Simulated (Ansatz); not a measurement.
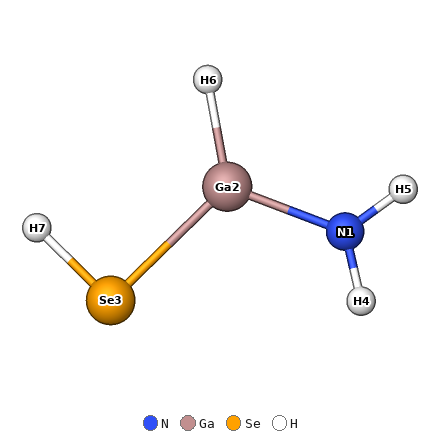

The system is GaH4NSe, SMILES [NH2][GaH][SeH]; the picture shows the reference structure. Coordinates scanned: (1) dihedral H4–N1–Ga2–Se3; (2) dihedral N1–Ga2–Se3–H7. Nothing is relaxed (all other coordinates rigid). Grid: 18 × 18 points; 323 points were computed and 1 follow by symmetry. All energies are given in kJ/mol relative to the lowest grid point. Method: RKS SPW92 (LDA)/def2-TZVP (Ansatz 0.2.0).

Its coordinates:

| atom | x (Å) | y (Å) | z (Å) |
| --- | --- | --- | --- |
| N | -1.0850 | 0.4620 | -0.9042 |
| Ga | 0.0728 | 0.1672 | 0.4364 |
| Se | 1.6637 | -1.4404 | -0.0002 |
| H | -1.0631 | -0.0268 | -1.7947 |
| H | -1.8375 | 1.1422 | -0.8462 |
| H | -0.0151 | 0.9484 | 1.7726 |
| H | 2.2642 | -1.2526 | 1.3363 |

Range: dihedral H4–N1–Ga2–Se3 from −180 to 160°; dihedral N1–Ga2–Se3–H7 from −180 to 160°.

**Predict the map.**

The lowest grid point is at dihedral H4–N1–Ga2–Se3 = 0°, dihedral N1–Ga2–Se3–H7 = −180°; the map holds 2 wells of about this depth. Higher local minima lie near dihedral H4–N1–Ga2–Se3 = 0°, dihedral N1–Ga2–Se3–H7 = 0° (1.2 kJ/mol above the lowest at that grid point); dihedral H4–N1–Ga2–Se3 = −180°, dihedral N1–Ga2–Se3–H7 = 0° (1.2 kJ/mol above the lowest at that grid point). The highest grid point, dihedral H4–N1–Ga2–Se3 = 100°, dihedral N1–Ga2–Se3–H7 = −100°, lies 86 kJ/mol above the lowest. On the interpolated surface the easiest way out of the lowest well to the well at dihedral H4–N1–Ga2–Se3 = 0°, dihedral N1–Ga2–Se3–H7 = 0° passes a barrier of about 21 kJ/mol. Round the minimum the valley is somewhat tilted: raising dihedral H4–N1–Ga2–Se3 shifts the best value of dihedral N1–Ga2–Se3–H7 upwards (coupling k₁₂/√(k₁₁k₂₂) about −0.3).

```tsv
dihedral N1–Ga2–Se3–H7 ↓, dihedral H4–N1–Ga2–Se3 →	−160	−120	−80	−40	0	40	80	120	160
140	16	50	59	24	8	32	62	43	11
100	27	69	85	43	20	46	86	66	25
60	20	56	77	41	16	35	74	62	24
20	7	36	51	23	3	19	49	40	9
−20	9	40	49	19	3	23	51	36	7
−60	24	62	74	35	16	41	77	56	20
−100	25	66	86	46	20	43	85	69	27
−140	11	43	62	32	8	24	59	50	16
−180	5	33	45	17	0	17	45	33	5
```

The table holds every second grid line.

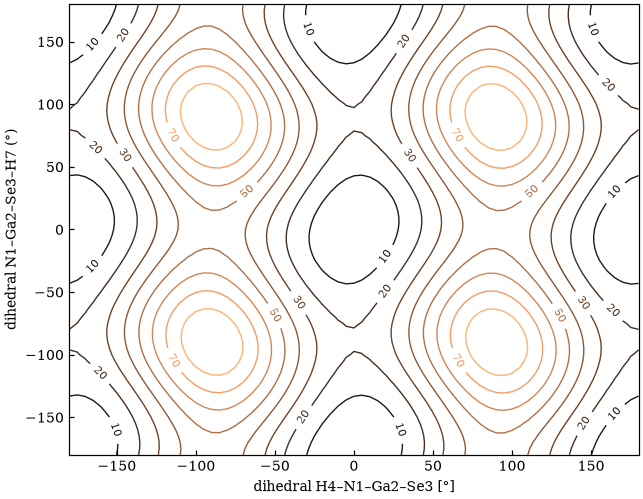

The picture shows contour lines labelled in kJ/mol. Between grid points the surface is interpolated.

The whole map (323 points run) took 16 min on 1 thread of Arm Neoverse V2, with other jobs on the host.
